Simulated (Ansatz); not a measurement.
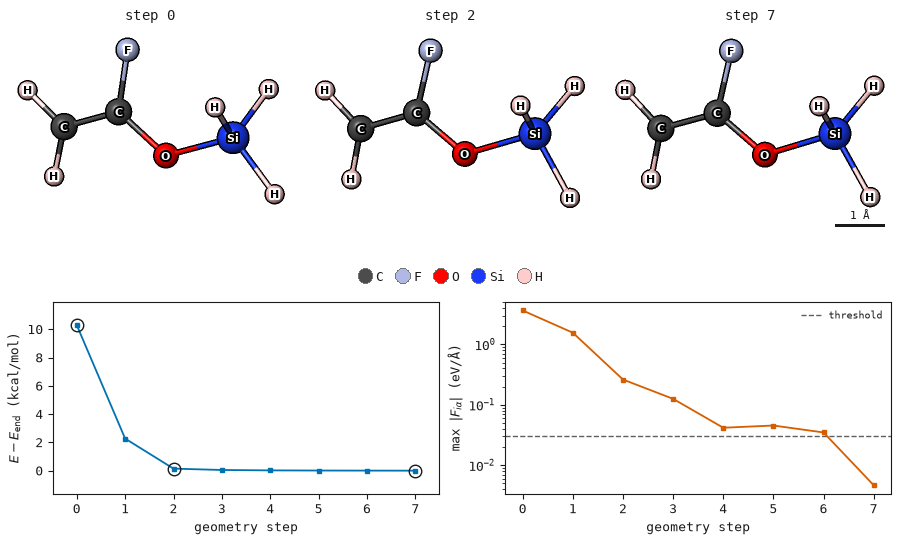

Frames of a relaxation of C₂H₅FOSi (coarse preliminary run), marked on the history of the run. A ball-and-stick model, seen at a tilt.

The start comes from a force field.

All numbers below come from RKS PBE-D4/def2-SVP in Ansatz 0.2.0. Set-up: force threshold 0.03 eV/Å; at most 200 steps.

**Describe the path.**

Over 7 geometry steps the energy falls by 10.3 kcal/mol. Largest force component: 3.6 eV/Å at the start, 0.0047 eV/Å at the end. The atom that moves furthest after the best rigid fit is an H atom (0.14 Å). By element the largest moves are H 0.14 Å, C 0.11 Å, Si 0.10 Å, F 0.08 Å, O 0.04 Å. Among the contacts that change: O–Si 1.617 → 1.714 Å, C–C 1.289 → 1.342 Å, H–Si 1.452 → 1.495 Å, C–F 1.323 → 1.358 Å. Bond angles that change, for instance: O–Si–H 112.6° → 103.0°, F–C–O 118.6° → 112.2°, H–C–H 114.7° → 120.7°. From step 0 to 2: an H atom moves most (0.15 Å), energy −10.2 kcal/mol. From step 2 to 7: an H atom moves most (0.03 Å), energy −0.14 kcal/mol.
